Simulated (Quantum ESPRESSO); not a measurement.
# Aluminum (Fm-3m): from the cell to the phonon bands

How does Aluminum (Fm-3m) vibrate, and is this structure a minimum?

Method: DFT LDA, scalar-relativistic, plane waves, PseudoDojo norm-conserving pseudopotentials, in Quantum ESPRESSO 7.5.

### 1. The structure

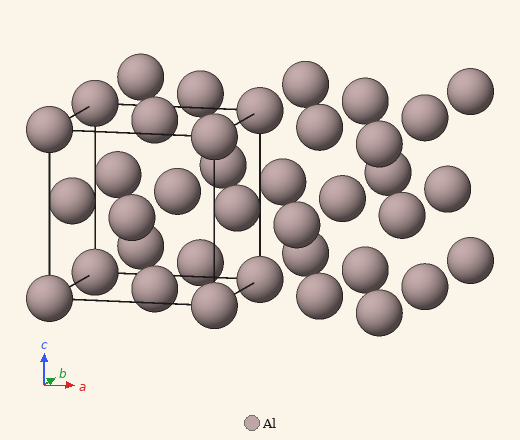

The starting structure, seen slightly off an axis (aluminium light grey). 2×2×1 cells are drawn. This picture shows the conventional cell, with its axes. Some periodic images of atoms are drawn too.

As a file:

```
Al
1.0
    -2.02481    0.00000    2.02481
     0.00000    2.02481    2.02481
    -2.02481    2.02481    0.00000
Al
1
Cartesian
  0.0000 0.0000 0.0000
```

### 2. A probe with smearing

Before anything dear is run, a loose run with smearing shows whether this is a metal and how far the cell is from rest.

The input, probe.in:

```
&CONTROL
  calculation = 'scf'
  prefix      = 'x'
  outdir      = './tmp'
  pseudo_dir  = './pseudo'
  tprnfor     = .true.
  tstress     = .true.
  verbosity   = 'high'
/
&SYSTEM
  ibrav       = 2
  celldm(1)   = 7.65265381
  nat         = 1
  ntyp        = 1
  ecutwfc     = 48.0
  occupations = 'smearing'
  smearing    = 'gaussian'
  degauss     = 0.01
/
&ELECTRONS
  conv_thr         = 1.0d-07
  mixing_beta      = 0.7
  electron_maxstep = 100
/
ATOMIC_SPECIES
 Al     26.9815  Al.upf
ATOMIC_POSITIONS crystal
 Al     0.000000000   0.000000000   0.000000000
K_POINTS automatic
 8 8 8 0 0 0
```

The run is started by

```console
> OMP_NUM_THREADS=1 mpirun -n 4 pw.x -nk 4 -in probe.in > probe.out
```

What it wrote:

```text
[banners, grids, parts of the stress and lines that vanish by symmetry left out]
Program PWSCF v.7.5
     bravais-lattice index     =            2
     lattice parameter (alat)  =       7.6527  a.u.
[...]
kinetic-energy cutoff     =      48.0000  Ry
     charge density cutoff     =     192.0000  Ry
     scf convergence threshold =      1.0E-07
[...]
Exchange-correlation= SLA  PW   NOGX NOGC
                           (   1   4   0   0   0   0   0)
[...]
48 Sym. Ops., with inversion, found
[...]
(     0          1          0      )
                  (     0          0          1      )
[...]
(  0.0000000  1.0000000  0.0000000 )
                  (  0.0000000  0.0000000  1.0000000 )
[...]
(     1          0         -1      )
                  (     0          0         -1      )
[...]
(  1.0000000  0.0000000  0.0000000 )
                  (  0.0000000 -1.0000000  0.0000000 )
[...]
(     0          1         -1      )
                  (     0          1          0      )
[...]
( -1.0000000  0.0000000  0.0000000 )
                  (  0.0000000  1.0000000  0.0000000 )
[...]
number of k points=    29  Gaussian smearing, width (Ry)=  0.0100
[...]
End of self-consistent calculation
[...]
the Fermi energy is     7.6854 ev
!    total energy              =      -4.72527997 Ry
[...]
convergence has been achieved in   4 iterations
[...]
atom    1 type  1   force =     0.00000000    0.00000000    0.00000000
[...]
Total force =     0.000000     Total SCF correction =     0.000000
[...]
total   stress  (Ry/bohr**3)                   (kbar)     P=      -39.76
[...]
XML data file, charge density, pseudopotentials, collected wavefunctions

   JOB DONE.
```

The job ended after 1 s (4 MPI ranks of Arm Neoverse V1, shared host; 3.8 s of CPU time).

Read from the output:

```
volume per atom   : 16.60 Å³
pressure          : -3.976 GPa
gap on the k-mesh : 0 eV
```

No gap opens on this mesh, so smearing is kept; the start stands at -4.0 GPa.

### 3. Relaxing the cell and atoms

The relaxation runs at a cutoff a fifth above that of the response, since stress converges more slowly with the basis than frequencies do. Forces and stress are brought to rest with tight thresholds.

The input, relax.in:

```
&CONTROL
  calculation   = 'vc-relax'
  prefix        = 'x'
  outdir        = './tmp'
  pseudo_dir    = './pseudo'
  tprnfor       = .true.
  tstress       = .true.
  forc_conv_thr = 2.0d-05
  etot_conv_thr = 1.0d-07
  nstep         = 40
/
&SYSTEM
  ibrav       = 2
  celldm(1)   = 7.65265381
  nat         = 1
  ntyp        = 1
  ecutwfc     = 58
  occupations = 'smearing'
  smearing    = 'mv'
  degauss     = 0.02
/
&ELECTRONS
  conv_thr         = 1.0d-11
  mixing_beta      = 0.7
  electron_maxstep = 100
/
&IONS
/
&CELL
  press_conv_thr = 0.2
/
ATOMIC_SPECIES
 Al     26.9815  Al.upf
ATOMIC_POSITIONS crystal
 Al     0.000000000   0.000000000   0.000000000
K_POINTS automatic
 16 16 16 0 0 0
```

The run is started by

```console
> OMP_NUM_THREADS=1 mpirun -n 4 pw.x -nk 4 -in relax.in > relax.out
```

What it wrote:

```text
[banners, grids, parts of the stress and lines that vanish by symmetry left out]
[banner, memory and clock lines left out]
Program PWSCF v.7.5

[...]
kinetic-energy cutoff     =      58.0000  Ry
     charge density cutoff     =     232.0000  Ry
     scf convergence threshold =      1.0E-11
[...]
energy convergence thresh.=      1.0E-07
     force convergence thresh. =      2.0E-05
     press convergence thresh. =      2.0E-01
     Exchange-correlation= SLA  PW   NOGX NOGC
                           (   1   4   0   0   0   0   0)
[...]
48 Sym. Ops., with inversion, found
[...]
number of k points=   145  Marzari-Vanderbilt smearing, width (Ry)=  0.0200
[...]
c_bands:  1 eigenvalues not converged
[...]
c_bands:  1 eigenvalues not converged
[...]
End of self-consistent calculation
[...]
the Fermi energy is     7.6819 ev
!    total energy              =      -4.72591349 Ry
[...]
convergence has been achieved in   6 iterations
[...]
atom    1 type  1   force =     0.00000000    0.00000000    0.00000000
     Total force =     0.000000     Total SCF correction =     0.000000
[...]
total   stress  (Ry/bohr**3)                   (kbar)     P=      -39.48
[...]
number of bfgs steps    =   0
[...]
CELL_PARAMETERS (alat=  7.65265381)
[...]
ATOMIC_POSITIONS (crystal)
Al               0.0000000000        0.0000000000        0.0000000000
[...]
New effective cutoffs (rho, wfc):  235.04   58.78
[...]
End of self-consistent calculation
[...]
the Fermi energy is     7.8915 ev
!    total energy              =      -4.72641169 Ry
[...]
convergence has been achieved in   4 iterations
[...]
atom    1 type  1   force =     0.00000000    0.00000000    0.00000000
     Total force =     0.000000     Total SCF correction =     0.000000
[...]
total   stress  (Ry/bohr**3)                   (kbar)     P=      -25.67
[...]
number of bfgs steps    =   1
[...]
CELL_PARAMETERS (alat=  7.65265381)
[...]
ATOMIC_POSITIONS (crystal)
Al               0.0000000000        0.0000000000        0.0000000000
[...]
New effective cutoffs (rho, wfc):  239.88   59.99
[...]
End of self-consistent calculation
[...]
the Fermi energy is     8.2134 ev
!    total energy              =      -4.72673055 Ry
[...]
convergence has been achieved in   5 iterations
[...]
atom    1 type  1   force =     0.00000000    0.00000000    0.00000000
     Total force =     0.000000     Total SCF correction =     0.000000
[...]
total   stress  (Ry/bohr**3)                   (kbar)     P=       -2.03
[...]
number of bfgs steps    =   2
[...]
CELL_PARAMETERS (alat=  7.65265381)
[...]
ATOMIC_POSITIONS (crystal)
Al               0.0000000000        0.0000000000        0.0000000000
[...]
New effective cutoffs (rho, wfc):  240.29   60.09
[...]
End of self-consistent calculation
[...]
the Fermi energy is     8.2409 ev
!    total energy              =      -4.72673233 Ry
[...]
convergence has been achieved in   4 iterations
[...]
atom    1 type  1   force =     0.00000000    0.00000000    0.00000000
     Total force =     0.000000     Total SCF correction =     0.000000
[...]
total   stress  (Ry/bohr**3)                   (kbar)     P=        0.13
[...]
number of bfgs steps    =   3
[...]
CELL_PARAMETERS (alat=  7.65265381)
[...]
ATOMIC_POSITIONS (crystal)
Al               0.0000000000        0.0000000000        0.0000000000
[...]
New effective cutoffs (rho, wfc):  240.27   60.09
[...]
End of self-consistent calculation
[...]
the Fermi energy is     8.2393 ev
!    total energy              =      -4.72673234 Ry
[...]
convergence has been achieved in   3 iterations
[...]
atom    1 type  1   force =     0.00000000    0.00000000    0.00000000
     Total force =     0.000000     Total SCF correction =     0.000000
[...]
total   stress  (Ry/bohr**3)                   (kbar)     P=       -0.00
[...]
bfgs converged in   5 scf cycles and   4 bfgs steps
[...]
End of BFGS Geometry Optimization
     Final enthalpy           =      -4.7267323406 Ry
     File ./tmp/x.bfgs deleted, as requested
[...]
CELL_PARAMETERS (alat=  7.65265381)
[...]
ATOMIC_POSITIONS (crystal)
Al               0.0000000000        0.0000000000        0.0000000000
[...]
Final scf calculation at the relaxed structure.
[...]
kinetic-energy cutoff     =      58.0000  Ry
     charge density cutoff     =     232.0000  Ry
     scf convergence threshold =      1.0E-13
[...]
press convergence thresh. =      2.0E-01
     Exchange-correlation= SLA  PW   NOGX NOGC
                           (   1   4   0   0   0   0   0)
[...]
48 Sym. Ops., with inversion, found
[...]
number of k points=   145  Marzari-Vanderbilt smearing, width (Ry)=  0.0200
[...]
c_bands:  3 eigenvalues not converged
     c_bands:  3 eigenvalues not converged
[...]
c_bands:  3 eigenvalues not converged
[...]
c_bands:  1 eigenvalues not converged
[...]
End of self-consistent calculation
[...]
the Fermi energy is     8.2393 ev
!    total energy              =      -4.72673165 Ry
[...]
convergence has been achieved in   7 iterations
[...]
atom    1 type  1   force =     0.00000000    0.00000000    0.00000000
     Total force =     0.000000     Total SCF correction =     0.000000
[...]
total   stress  (Ry/bohr**3)                   (kbar)     P=       -0.01
[...]
XML data file, charge density, pseudopotentials, collected wavefunctions
```

Wall time 14 s (4 MPI ranks).

Relaxation path:

| step | energy less that of the first step (eV) | largest force (eV/Å) | pressure (GPa) | volume (Å³) |
| --- | --- | --- | --- | --- |
| 1 | 0.0000 | 0.0000 | -3.95 | 16.60 |
| 2 | -0.0068 | 0.0000 | -2.57 | 16.27 |
| 3 | -0.0111 | 0.0000 | -0.20 | 15.78 |
| 4 | -0.0111 | 0.0000 | 0.01 | 15.74 |
| 5 | -0.0111 | 0.0000 | 0.00 | 15.74 |
| 6 | -0.0111 | 0.0000 | 0.00 | 15.74 |

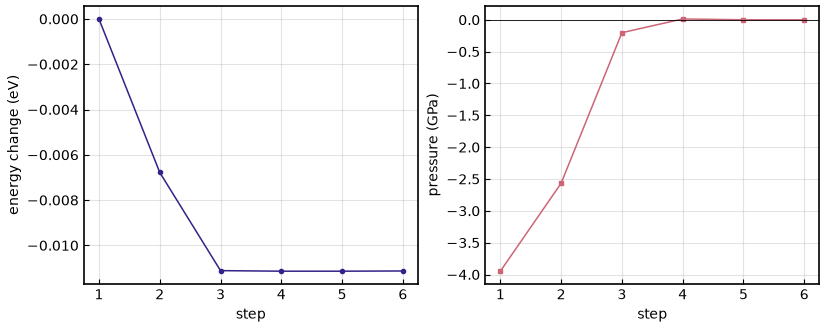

Energy and pressure along the relaxation.

| conventional cell, symmetrised | before | after | change |
| --- | --- | --- | --- |
| a (Å) | 4.050 | 3.978 | -1.8 % |
| b (Å) | 4.050 | 3.978 | -1.8 % |
| c (Å) | 4.050 | 3.978 | -1.8 % |
| volume (Å³/atom) | 16.60 | 15.74 | -5.2 % |

Final coordinates:

```xyz
1
Lattice="-1.9892 0.0000 1.9892 0.0000 1.9892 1.9892 -1.9892 1.9892 0.0000" Properties=species:S:1:pos:R:3 pbc="T T T"
Al    0.0000    0.0000    0.0000
```

The last row of the table of steps is pw.x's closing run on a basis chosen anew for the final cell, so its energy can jump.

Read from the output:

```yaml
volume_per_atom: 15.74 Å³
pressure: -0.001 GPa
```

The volume changes by -5.2 % from the cell with which this run began.

### 4. Self-consistent run for the response

The response is built on this ground state, so it is converged far tighter than an energy would need. Smearing stays on, as the first look found no gap above 0.3 eV.

The input, scf.in:

```
&CONTROL
  calculation = 'scf'
  prefix      = 'x'
  outdir      = './tmp'
  pseudo_dir  = './pseudo'
  tprnfor     = .true.
  tstress     = .true.
/
&SYSTEM
  ibrav       = 2
  celldm(1)   = 7.51817905
  nat         = 1
  ntyp        = 1
  ecutwfc     = 48.0
  occupations = 'smearing'
  smearing    = 'mv'
  degauss     = 0.02
/
&ELECTRONS
  conv_thr         = 1.0d-12
  mixing_beta      = 0.7
  electron_maxstep = 100
/
ATOMIC_SPECIES
 Al     26.9815  Al.upf
ATOMIC_POSITIONS crystal
 Al     0.000000000   0.000000000   0.000000000
K_POINTS automatic
 16 16 16 0 0 0
```

The run is started by

```console
> OMP_NUM_THREADS=1 mpirun -n 4 pw.x -nk 4 -in scf.in > scf.out
```

What it wrote:

```text
[banners, grids, parts of the stress and lines that vanish by symmetry left out]
[banner, memory and clock lines left out]
Program PWSCF v.7.5

[...]
kinetic-energy cutoff     =      48.0000  Ry
     charge density cutoff     =     192.0000  Ry
     scf convergence threshold =      1.0E-12
[...]
Exchange-correlation= SLA  PW   NOGX NOGC
                           (   1   4   0   0   0   0   0)
[...]
48 Sym. Ops., with inversion, found
[...]
number of k points=   145  Marzari-Vanderbilt smearing, width (Ry)=  0.0200
[...]
c_bands:  1 eigenvalues not converged
[...]
c_bands:  1 eigenvalues not converged
[...]
End of self-consistent calculation
[...]
the Fermi energy is     8.2394 ev
!    total energy              =      -4.72671404 Ry
[...]
convergence has been achieved in   7 iterations
[...]
atom    1 type  1   force =     0.00000000    0.00000000    0.00000000
     Total force =     0.000000     Total SCF correction =     0.000000
[...]
total   stress  (Ry/bohr**3)                   (kbar)     P=       -0.05
[...]
XML data file, charge density, pseudopotentials, collected wavefunctions
```

Wall time 2.8 s (4 MPI ranks); 11 s of CPU time.

This step gave:

- pressure: -0.005 GPa

The cell stands at -0.005 GPa, close enough for phonons.

(Continued in part 2 of 3.)

[Host names and launcher messages were left out of these logs when they were recorded.]

[Logs are printed without paths, hosts, clocks, repeated set-up lines and the standing remarks that a program may print on its own settings, such as how far it seeks lower states.]

[Hosts, paths, dates, database ids (printed as entryN), source tags and the programs' standing remarks are cut or masked in the printed files.]
